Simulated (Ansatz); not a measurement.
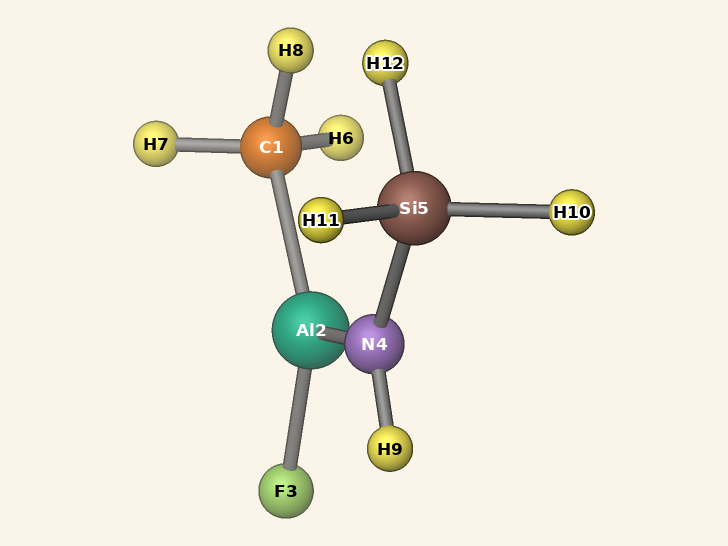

Al2 lies behind N4. The molecule seen a little off the N4–Al2 bond, N4 in front. Depth is shown by fading: the farther an atom, the more it takes the colour of the background. The geometry was computed by an optimisation with PBE0-D4/def2-TZVP. No frequency run is at hand to confirm it as a minimum.

Question: What is the torsion angle Si5–N4–Al2–F3? The sign is positive where the front bond must turn clockwise to cover the back bond.

Answer: 180°, antiperiplanar (anti).
